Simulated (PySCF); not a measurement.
# C₂H₃BCl₂S: NMR shifts at several levels of theory

Aim: compute the NMR shifts of C₂H₃BCl₂S (`ClB(Cl)[C@@H]1CS1`) at several levels, and see how far they spread and what each costs.

Computed with PySCF 2.14.0, with density-fitted response routines of our own, on a single molecule in the gas phase. Atoms count from 0, in the outputs and in this text.

### Step 1. The starting structure

9 atoms, charge 0, multiplicity 1; geometry from: GFN2-xTB.

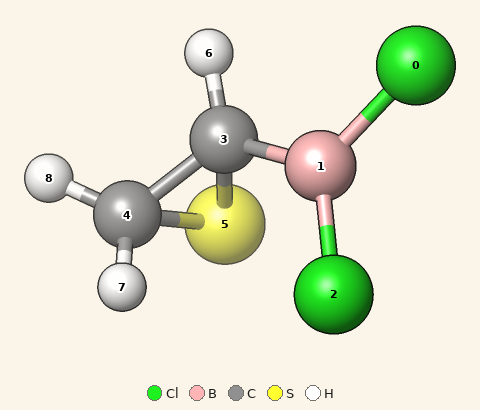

The starting geometry (chlorine green, boron pink, carbon grey, sulfur yellow, hydrogen white), atoms numbered.

### Step 2. Geometry optimisation at PBE0-D3(BJ)/def2-SVP

What the job is given:

```
{"job": {"xc": "PBE0", "basis": "def2-SVP", "d3": "d3bj", "grid": 1, "kind": "geom"}, "charge": 0, "multiplicity": 1}
Cl     2.396279     1.629751    -0.382761
B      1.337428     0.281347    -0.272562
Cl     1.950508    -1.298557    -0.545278
C     -0.175932     0.514871     0.055416
C     -1.103565    -0.601751     0.401959
S     -1.312615    -0.029145    -1.279917
H     -0.462334     1.493455     0.431687
H     -0.688837    -1.596488     0.497345
H     -1.927370    -0.387488     1.068931
```

Log:

```text
step   0  E = -1420.48784457  max force = 0.021633
step   1  E = -1420.48976077  max force = 0.006829
step   2  E = -1420.48994811  max force = 0.002392
step   3  E = -1420.49000560  max force = 0.002548
step   4  E = -1420.49005350  max force = 0.002794
step   5  E = -1420.49012294  max force = 0.001768
step   6  E = -1420.49013263  max force = 0.001543
step   7  E = -1420.49017236  max force = 0.001414
step   8  E = -1420.49018744  max force = 0.000984
step   9  E = -1420.49018886  max force = 0.000363
optimisation converged
```

Wall time 40 s (1 thread, shared host).

Along the way:

```tsv
step	energy from step 0 (eV)	largest force component (eV/Å)
0	0.0000	1.1124
1	-0.0521	0.3512
2	-0.0572	0.1230
3	-0.0588	0.1310
4	-0.0601	0.1437
5	-0.0620	0.0909
6	-0.0623	0.0793
7	-0.0633	0.0727
8	-0.0638	0.0506
9	-0.0638	0.0187
```

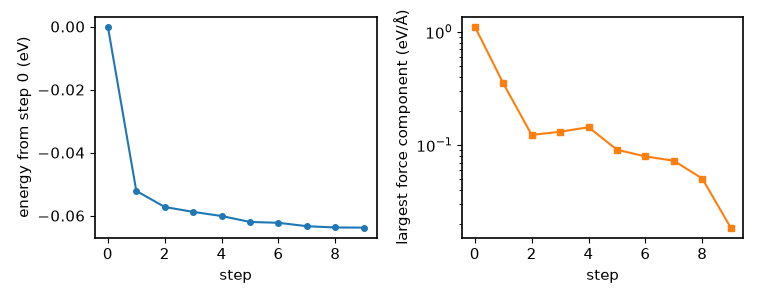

Energy and force, step by step.

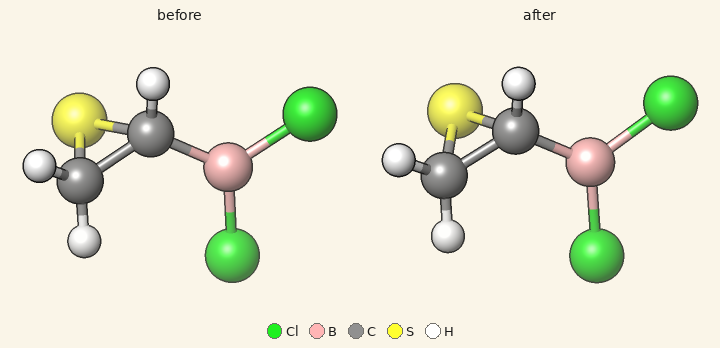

The geometry before (left) and after (right).

Distances of close pairs at the start and the end, largest changes first:

```tsv
bond	before (Å)	after (Å)	change (Å)
B1–Cl2	1.716	1.755	+0.038
Cl0–B1	1.718	1.752	+0.034
C4–S5	1.789	1.806	+0.017
B1–C3	1.566	1.551	-0.015
C3–C4	1.492	1.479	-0.013
C4–H7	1.082	1.095	+0.013
C4–H8	1.081	1.094	+0.013
C3–H6	1.087	1.095	+0.008
```

The next job starts from the end point, and lists it.

```tsv
at the end point	value
point group (found at 0.08 Å tolerance)	C1
rotational constants (GHz, main isotopes)	2.503, 1.378, 1.024
dipole moment (D)	2.12
```

### Step 3. Nuclear shieldings: HF/pcSseg-2

What the job is given:

```
{"job": {"kind": "nmr", "xc": "HF", "basis": "pcSseg-2", "pop": false}, "charge": 0, "multiplicity": 1}
Cl     2.416316     1.246765    -0.217847
B      1.391691    -0.123897     0.159241
Cl     2.059560    -1.741586     0.034347
C     -0.073587     0.119505     0.605811
C     -1.014351    -1.011286     0.759598
S     -1.057966    -0.292799    -0.896789
H     -0.341895     1.079931     1.058534
H     -0.601236    -2.023358     0.820894
H     -1.913571    -0.835747     1.357945
```

Level: GIAO HF/pcSseg-2 NMR shielding, non-relativistic, gas phase.

Log:

```text
final grid: 84984 points
cycle   1  E = -1418.7282795372  dE =  1.348e+00  |g| = 5.826e-01  |ddm| = 2.242e+00
cycle   2  E = -1418.8026863646  dE = -7.441e-02  |g| = 4.119e-01  |ddm| = 8.882e-01
cycle   3  E = -1418.8438940405  dE = -4.121e-02  |g| = 6.171e-02  |ddm| = 3.821e-01
cycle   4  E = -1418.8457839671  dE = -1.890e-03  |g| = 1.780e-02  |ddm| = 1.410e-01
cycle   5  E = -1418.8459306060  dE = -1.466e-04  |g| = 5.862e-03  |ddm| = 3.928e-02
cycle   6  E = -1418.8459541494  dE = -2.354e-05  |g| = 2.145e-03  |ddm| = 1.825e-02
cycle   7  E = -1418.8459581184  dE = -3.969e-06  |g| = 6.992e-04  |ddm| = 7.295e-03
cycle   8  E = -1418.8459584977  dE = -3.793e-07  |g| = 2.064e-04  |ddm| = 2.234e-03
cycle   9  E = -1418.8459585335  dE = -3.576e-08  |g| = 7.858e-05  |ddm| = 5.523e-04
cycle  10  E = -1418.8459585390  dE = -5.523e-09  |g| = 3.016e-05  |ddm| = 2.753e-04
cycle  11  E = -1418.8459585397  dE = -7.481e-10  |g| = 9.904e-06  |ddm| = 1.118e-04
converged SCF energy = -1418.8459585397

GIAO shielding tensors (ppm)
atom      isotropic    diamagn.    paramagn.     s11        s22        s33       span
  0 Cl     793.400    1147.051    -353.650    558.765    904.086    917.350    358.586
  1 B       59.084     190.755    -131.671     25.217     58.396     93.638     68.421
  2 Cl     842.367    1147.190    -304.824    607.316    949.730    970.054    362.739
  3 C      168.848     250.770     -81.922    131.690    178.796    196.057     64.368
  4 C      166.433     245.865     -79.432    143.204    171.425    184.670     41.465
  5 S      767.540    1054.926    -287.386    279.912    829.411   1193.299    913.387
  6 H       29.239      30.797      -1.558     22.749     25.992     38.978     16.229
  7 H       28.935      29.998      -1.062     21.703     27.264     37.840     16.136
  8 H       29.082      29.092      -0.010     22.594     24.444     40.209     17.615
```

It took 18 s on 1 thread, shared host.

The references, computed at this level on geometries of the same kind, shield at (ppm): 1H TMS 31.68, 13C TMS 191.5, 11B BF3·OEt2 114.5, 33S CS2 522, 35Cl HCl 945. Their shielding less the atom's gives the shift. The references are single molecules in the gas phase. Atoms listed in one row are averaged.

```tsv
atoms	environment	σ (ppm)	δ (ppm)
C4	thiirane ring carbon	166.4	25.0
C3	thiirane ring carbon	168.8	22.6
H7	hydrogen on a thiirane ring carbon	28.94	2.75
H8	hydrogen on a thiirane ring carbon	29.08	2.60
H6	hydrogen on a thiirane ring carbon	29.24	2.44
Cl0, Cl2	chlorine bonded to B	818	127
B1	boron bonded to C, 2 Cl	59.1	55.4
S5	sulfide sulfur	768	-245
```

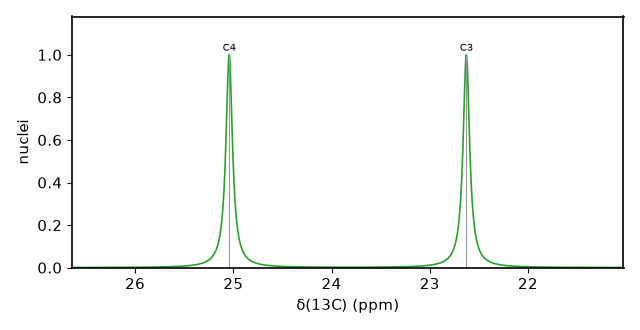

13C lines at the computed shifts, without couplings. Lines are broadened to a width of 0.08 ppm (Lorentzian).

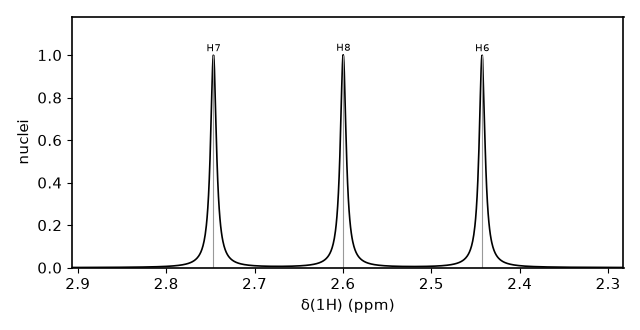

1H lines at the computed shifts, without couplings. Lines are broadened to a width of 0.01 ppm (Lorentzian).

Ring of atoms C3, C4, S5: NICS(0) -51.2, NICS(1) -10.1, NICS(1)zz -28.1 ppm (means of both faces).

In rings of three or four atoms NICS is ruled by the nearby σ bonds, so it says little on aromaticity.

### Step 4. Shielding tensors: LDA/pcSseg-2

The job, as its differences from that of step 3:

```diff
@@ -1,2 +1,2 @@
-{"job": {"kind": "nmr", "xc": "HF", "basis": "pcSseg-2", "pop": false}, "charge": 0, "multiplicity": 1}
+{"job": {"kind": "nmr", "xc": "LDA", "basis": "pcSseg-2", "pop": false}, "charge": 0, "multiplicity": 1}
 Cl     2.416316     1.246765    -0.217847
```

With the program's defaults for keys left out, this is: GIAO LDA/pcSseg-2 NMR shielding, non-relativistic, gas phase.

Log:

```text
coarse grid: 9992 points
cycle   1  E = -1416.3034997524  dE =  5.994e-01  |g| = 3.906e-01  |ddm| = 2.553e+00
cycle   2  E = -1416.2523719840  dE =  5.113e-02  |g| = 5.826e-01  |ddm| = 7.494e-01
cycle   3  E = -1416.3317269667  dE = -7.935e-02  |g| = 1.681e-01  |ddm| = 5.571e-01
cycle   4  E = -1416.3382116100  dE = -6.485e-03  |g| = 8.297e-02  |ddm| = 2.703e-01
cycle   5  E = -1416.3398233243  dE = -1.612e-03  |g| = 1.919e-02  |ddm| = 9.014e-02
cycle   6  E = -1416.3399168003  dE = -9.348e-05  |g| = 4.467e-03  |ddm| = 2.286e-02
cycle   7  E = -1416.3399206104  dE = -3.810e-06  |g| = 2.414e-03  |ddm| = 6.992e-03
final grid: 84984 points
cycle   8  E = -1416.3332293947  dE = -4.822e-05  |g| = 6.754e-03  |ddm| = 3.449e-02
cycle   9  E = -1416.3331994913  dE =  2.990e-05  |g| = 1.273e-02  |ddm| = 2.056e-02
cycle  10  E = -1416.3332400009  dE = -4.051e-05  |g| = 1.540e-03  |ddm| = 1.359e-02
cycle  11  E = -1416.3332405256  dE = -5.247e-07  |g| = 5.766e-04  |ddm| = 2.096e-03
cycle  12  E = -1416.3332406148  dE = -8.917e-08  |g| = 1.826e-04  |ddm| = 6.407e-04
cycle  13  E = -1416.3332406226  dE = -7.883e-09  |g| = 4.922e-05  |ddm| = 1.825e-04
cycle  14  E = -1416.3332406233  dE = -6.344e-10  |g| = 7.361e-06  |ddm| = 7.821e-05
converged SCF energy = -1416.3332406233

GIAO shielding tensors (ppm)
atom      isotropic    diamagn.    paramagn.     s11        s22        s33       span
  0 Cl     630.491    1146.893    -516.402    359.169    699.970    832.334    473.165
  1 B       34.581     191.951    -157.370      0.213     29.963     73.567     73.353
  2 Cl     717.101    1146.919    -429.818    432.503    814.542    904.257    471.754
  3 C      146.194     252.386    -106.191    101.281    162.485    174.817     73.536
  4 C      146.818     249.770    -102.952    119.349    151.195    169.909     50.560
  5 S      599.391    1055.207    -455.816     27.231    717.245   1053.696   1026.465
  6 H       27.754      30.460      -2.707     22.231     24.859     36.171     13.940
  7 H       27.753      29.835      -2.082     21.033     26.418     35.808     14.775
  8 H       27.829      28.802      -0.973     21.891     23.782     37.815     15.924
```

Run time: 29 s. Hardware: 1 thread, shared host.

This run: δ C3 34.1, C4 33.5, Cl0 268, B1 56.4, H7 3.02, H6 3.02 ppm (means over like atoms).

### Step 5. Shielding tensors: PBE/pcSseg-2

The job, as its differences from that of step 4:

```diff
@@ -1,2 +1,2 @@
-{"job": {"kind": "nmr", "xc": "LDA", "basis": "pcSseg-2", "pop": false}, "charge": 0, "multiplicity": 1}
+{"job": {"kind": "nmr", "xc": "PBE", "basis": "pcSseg-2", "pop": false}, "charge": 0, "multiplicity": 1}
 Cl     2.416316     1.246765    -0.217847
```

Method: GIAO PBE/pcSseg-2 NMR shielding, non-relativistic, gas phase.

Log:

```text
coarse grid: 9992 points
cycle   1  E = -1420.8998700102  dE =  6.183e-01  |g| = 3.609e-01  |ddm| = 2.375e+00
cycle   2  E = -1420.8569763934  dE =  4.289e-02  |g| = 5.409e-01  |ddm| = 7.415e-01
cycle   3  E = -1420.9261141536  dE = -6.914e-02  |g| = 1.529e-01  |ddm| = 5.284e-01
cycle   4  E = -1420.9318609702  dE = -5.747e-03  |g| = 6.652e-02  |ddm| = 2.363e-01
cycle   5  E = -1420.9328745065  dE = -1.014e-03  |g| = 1.830e-02  |ddm| = 7.204e-02
cycle   6  E = -1420.9329600804  dE = -8.557e-05  |g| = 4.250e-03  |ddm| = 2.127e-02
cycle   7  E = -1420.9329636865  dE = -3.606e-06  |g| = 2.063e-03  |ddm| = 6.332e-03
final grid: 84984 points
cycle   8  E = -1420.9532244004  dE = -8.271e-05  |g| = 1.383e-02  |ddm| = 4.016e-02
cycle   9  E = -1420.9530275337  dE =  1.969e-04  |g| = 2.998e-02  |ddm| = 3.174e-02
cycle  10  E = -1420.9532615847  dE = -2.341e-04  |g| = 4.120e-03  |ddm| = 2.770e-02
cycle  11  E = -1420.9532661399  dE = -4.555e-06  |g| = 1.060e-03  |ddm| = 6.345e-03
cycle  12  E = -1420.9532664311  dE = -2.912e-07  |g| = 1.909e-04  |ddm| = 1.193e-03
cycle  13  E = -1420.9532664393  dE = -8.193e-09  |g| = 4.881e-05  |ddm| = 2.446e-04
cycle  14  E = -1420.9532664399  dE = -6.007e-10  |g| = 1.276e-05  |ddm| = 7.099e-05
converged SCF energy = -1420.9532664399

GIAO shielding tensors (ppm)
atom      isotropic    diamagn.    paramagn.     s11        s22        s33       span
  0 Cl     658.818    1147.188    -488.370    400.381    735.611    840.463    440.082
  1 B       38.517     192.407    -153.890      6.334     33.779     75.437     69.103
  2 Cl     737.004    1147.271    -410.267    468.183    835.002    907.826    439.643
  3 C      147.262     251.015    -103.753    104.893    161.082    175.810     70.917
  4 C      146.831     249.232    -102.401    121.033    150.785    168.675     47.641
  5 S      621.267    1055.777    -434.510     86.992    724.340   1052.468    965.477
  6 H       28.290      30.658      -2.368     22.766     25.459     36.645     13.879
  7 H       28.217      30.040      -1.823     21.495     27.009     36.147     14.652
  8 H       28.291      28.903      -0.611     22.406     24.339     38.128     15.722
```

Run time: 35 s. Hardware: 1 thread, shared host.

This run: δ C4 32.6, C3 32.1, Cl0 236, B1 54.2, H7 2.96, H6 2.89 ppm (means over like atoms).

(Part 1 of 2 ends here.)
